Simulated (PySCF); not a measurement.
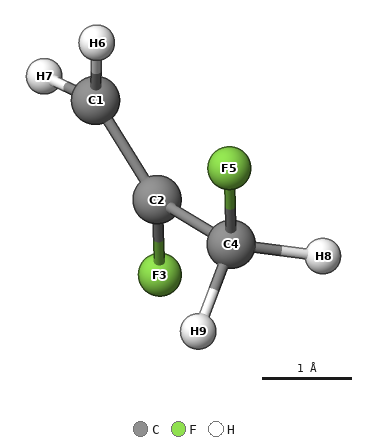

**Figure 1.** The structure as given in the input (ball-and-stick view, seen at a tilt; atoms are numbered from 1 in the order of the input). Bond lengths as drawn: C–C 1.33 to 1.49 Å, C–F 1.34 to 1.36 Å and C–H 1.09 to 1.11 Å.

# C$_{3}$H$_{4}$F$_{2}$: one change and its effect

System: C$_{3}$H$_{4}$F$_{2}$, SMILES C=C(F)CF.
Method of the first run: GIAO PBE0/6-31G* NMR shielding, non-relativistic, gas phase (PySCF 2.14.0).

The geometry comes from this level: PBE0-D3(BJ)/def2-SVP. Text and figures count atoms from 1; the logs count them from 0 in places.

## The input, the first run
```
{"job": {"kind": "nmr", "xc": "PBE0", "basis": "6-31G*", "pop": true}, "charge": 0, "multiplicity": 1}
C      1.045430     0.374915     0.870989
C      0.372531     0.275429    -0.266660
F      0.810375     0.814860    -1.408446
C     -0.932563    -0.420846    -0.480917
F     -1.386469    -0.978058     0.675619
H      0.636038    -0.085740     1.769070
H      1.994838     0.909962     0.913953
H     -0.806626    -1.205711    -1.248892
H     -1.675461     0.303076    -0.862598
```

The first line tells a small driver script what to run in PySCF; the rest is the geometry in Å.

Command:
```bash
OMP_NUM_THREADS=1 python <driver script> task.json out
```

Hardware: 1 CPU thread, shared host.

## Output (the first run)
```
coarse grid: 7912 points
cycle   1  E = -315.9694464044  dE =  5.830e-01  |g| = 6.462e-01  |ddm| = 2.706e+00
cycle   2  E = -315.8885470964  dE =  8.090e-02  |g| = 9.269e-01  |ddm| = 1.082e+00
cycle   3  E = -316.0432352615  dE = -1.547e-01  |g| = 9.024e-02  |ddm| = 6.927e-01
cycle   4  E = -316.0450708194  dE = -1.836e-03  |g| = 3.507e-02  |ddm| = 1.179e-01
cycle   5  E = -316.0453157657  dE = -2.449e-04  |g| = 1.102e-02  |ddm| = 3.445e-02
cycle   6  E = -316.0453433086  dE = -2.754e-05  |g| = 2.056e-03  |ddm| = 1.085e-02
cycle   7  E = -316.0453443118  dE = -1.003e-06  |g| = 2.841e-04  |ddm| = 1.856e-03
final grid: 78320 points
cycle   8  E = -316.0306629389  dE = -1.782e-05  |g| = 7.066e-03  |ddm| = 1.425e-02
cycle   9  E = -316.0306559224  dE =  7.016e-06  |g| = 9.750e-03  |ddm| = 1.243e-02
cycle  10  E = -316.0306738892  dE = -1.797e-05  |g| = 8.045e-04  |ddm| = 6.742e-03
cycle  11  E = -316.0306740206  dE = -1.314e-07  |g| = 1.023e-04  |ddm| = 7.362e-04
cycle  12  E = -316.0306740219  dE = -1.282e-09  |g| = 5.601e-05  |ddm| = 9.929e-05
cycle  13  E = -316.0306740225  dE = -6.278e-10  |g| = 1.448e-05  |ddm| = 5.082e-05
converged SCF energy = -316.0306740225

GIAO shielding tensors (ppm)
atom      isotropic    diamagn.    paramagn.     s11        s22        s33       span
  0 C      107.437     261.337    -153.900     16.236    124.679    181.395    165.159
  1 C       38.660     246.833    -208.174    -57.060     82.600     90.440    147.500
  2 F      308.108     471.739    -163.630    215.123    296.621    412.582    197.459
  3 C      119.047     243.897    -124.849     93.858     96.012    167.272     73.414
  4 F      441.299     470.449     -29.149    417.256    429.444    477.198     59.942
  5 H       27.379      31.086      -3.707     25.385     25.843     30.910      5.525
  6 H       27.340      29.673      -2.333     24.504     26.218     31.297      6.793
  7 H       27.213      27.577      -0.364     23.613     27.379     30.647      7.034
  8 H       27.210      27.586      -0.376     23.615     27.371     30.645      7.031
```

The second run used a changed input.

## The two runs side by side

| quantity | the first run | the second run |
| --- | --- | --- |
| outcome | converged | converged |
| total energy (hartree) | −316.030674 | −316.160896 |
| HOMO (eV) | −7.28 | −7.57 |
| LUMO (eV) | 0.77 | 0.31 |
| dipole moment (D) | 0.43 | 0.42 |
| shielding of C1 (ppm) | 107.4 | 96.9 |
| shielding of C2 (ppm) | 38.7 | 17.6 |
| shielding of F3 (ppm) | 308.1 | 291.5 |
| shielding of C4 (ppm) | 119.0 | 107.8 |
| shielding of F5 (ppm) | 441.3 | 432.1 |
| shielding of H6 (ppm) | 27.4 | 26.4 |
| shielding of H7 (ppm) | 27.3 | 26.5 |
| SCF iterations | 13 | 13 |
| basis functions | 78 | 206 |
| wall time (shared host) | 4.8 s | 15 s |

Which change of the input explains these differences?

The change (lines with − go, lines with + come):
```diff
-"basis": "6-31G*"
+"basis": "cc-pVTZ"
```

The total energy of the second run is 81.7 kcal/mol lower, which measures the change of basis and not a stability. The HOMO goes from −7.28 to −7.57 eV. The LUMO goes from 0.77 to 0.31 eV. Of all shieldings, the largest change is that of C2, by −21.1 ppm. The number of SCF iterations is the same. The basis functions go from 78 to 206.

## Output (the second run)
```
coarse grid: 7912 points
cycle   1  E = -316.0962437052  dE =  5.763e-01  |g| = 6.347e-01  |ddm| = 5.767e+00
cycle   2  E = -316.0145036016  dE =  8.174e-02  |g| = 9.438e-01  |ddm| = 1.801e+00
cycle   3  E = -316.1627153910  dE = -1.482e-01  |g| = 8.702e-02  |ddm| = 1.112e+00
cycle   4  E = -316.1641656825  dE = -1.450e-03  |g| = 4.191e-02  |ddm| = 1.830e-01
cycle   5  E = -316.1644975307  dE = -3.318e-04  |g| = 1.155e-02  |ddm| = 6.291e-02
cycle   6  E = -316.1645213157  dE = -2.378e-05  |g| = 3.297e-03  |ddm| = 1.887e-02
cycle   7  E = -316.1645237220  dE = -2.406e-06  |g| = 2.645e-04  |ddm| = 4.816e-03
final grid: 78320 points
cycle   8  E = -316.1608875506  dE = -5.725e-05  |g| = 6.348e-03  |ddm| = 7.492e-02
cycle   9  E = -316.1608832836  dE =  4.267e-06  |g| = 8.278e-03  |ddm| = 2.038e-02
cycle  10  E = -316.1608959103  dE = -1.263e-05  |g| = 1.077e-03  |ddm| = 1.030e-02
cycle  11  E = -316.1608960779  dE = -1.677e-07  |g| = 1.963e-04  |ddm| = 1.736e-03
cycle  12  E = -316.1608960841  dE = -6.170e-09  |g| = 5.497e-05  |ddm| = 3.131e-04
cycle  13  E = -316.1608960846  dE = -4.562e-10  |g| = 2.775e-05  |ddm| = 1.041e-04
converged SCF energy = -316.1608960846

GIAO shielding tensors (ppm)
atom      isotropic    diamagn.    paramagn.     s11        s22        s33       span
  0 C       96.862     257.391    -160.529     -4.235    118.313    176.507    180.742
  1 C       17.570     247.898    -230.328    -90.126     66.549     76.287    166.413
  2 F      291.504     469.353    -177.849    193.705    288.680    392.126    198.422
  3 C      107.845     236.795    -128.950     82.241     82.378    158.918     76.677
  4 F      432.142     469.389     -37.247    409.083    415.519    471.824     62.741
  5 H       26.403      31.064      -4.661     24.512     24.707     29.990      5.478
  6 H       26.487      30.460      -3.973     23.812     25.505     30.144      6.331
  7 H       26.598      28.382      -1.784     23.271     26.560     29.963      6.693
  8 H       26.595      28.387      -1.792     23.272     26.552     29.961      6.689
```
